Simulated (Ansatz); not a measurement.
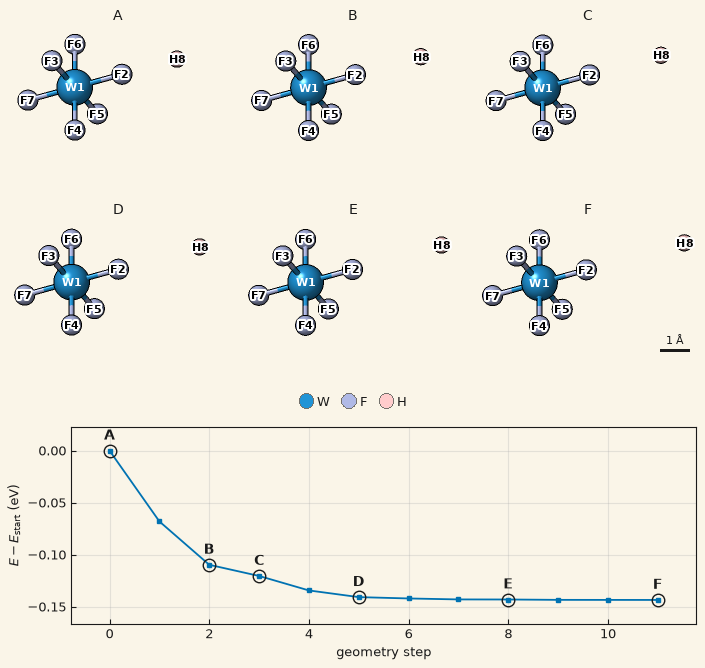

Frames of a relaxation of WHF$_{6}$ (multiplicity 2), marked on the history of the run. Style: ball-and-stick. Shown at a tilt.

The run prepares an end point of a later path (reaction) calculation, from a guessed geometry.

Theory: UHF/def2-SVP in Ansatz.

Input file:
```yaml
crystal:
  periodic: [false, false, false]
  atoms:
    - { symbol: W, position_ang: [0.0, 0.0, -0.054549] }
    - { symbol: F, position_ang: [0.0, 0.0, 1.782094] }
    - { symbol: F, position_ang: [1.820947, 0.0, -0.055867] }
    - { symbol: F, position_ang: [0.0, 1.820963, -0.045279] }
    - { symbol: F, position_ang: [-1.820947, 0.0, -0.055867] }
    - { symbol: F, position_ang: [0.0, -1.820963, -0.045279] }
    - { symbol: F, position_ang: [0.0, 0.0, -1.872953] }
    - { symbol: H, position_ang: [0.0, 0.0, 3.9177] }
magnetization:
  spin_polarized: true
  initial_magnetization: 1
basis:
  gaussian: { orbitals: def2-SVP }
hamiltonian:
  xc: hf
relax:
  f_tol: 0.03
  max_steps: 50
```

Launched with:
```bash
ansatz run input.yaml --threads 4 --pin off --max-ram 5120MiB --backend cpu --events-out ev --progress --plain --runs-dir out
```

Describe the path.

Answer. The atom that moves furthest after the best rigid fit is H8 (1.45 Å). By element the largest moves are H 1.45 Å, F 0.22 Å, W 0.20 Å. Near-neighbour distances that change, for instance: W1–F2 1.837 → 1.822 Å. The energy falls by 0.143 eV in 11 geometry steps. Largest force component: 0.91 eV/Å at the start, 0.016 eV/Å at the end. The forces were under the threshold at step 5, but the run went on from there. Cost: 23 s on 4 threads of Arm Neoverse V1 (shared host), peak memory 0.39 GiB. From step 0 to 2: H8 moves most (0.35 Å), energy −0.110 eV. From step 2 to 3: H8 moves most (0.20 Å), energy −0.011 eV. From step 3 to 5: H8 moves most (0.34 Å), energy −0.020 eV. From step 5 to 8: H8 moves most (0.27 Å), energy −0.002 eV. From step 8 to 11: H8 moves most (0.31 Å), energy 0.000 eV.

| step | E − E(0), eV | largest force component, eV/Å |
| --- | --- | --- |
| 0 | 0.0000 | 0.9081 |
| 1 | -0.0680 | 0.3332 |
| 2 | -0.1097 | 0.1258 |
| 3 | -0.1204 | 0.7517 |
| 4 | -0.1343 | 0.3725 |
| 5 | -0.1408 | 0.0136 |
| 6 | -0.1420 | 0.0674 |
| 7 | -0.1430 | 0.0463 |
| 8 | -0.1430 | 0.0305 |
| 9 | -0.1434 | 0.0182 |
| 10 | -0.1434 | 0.0401 |
| 11 | -0.1435 | 0.0161 |

Limits of the set-up: Hartree-Fock leaves out electron correlation.
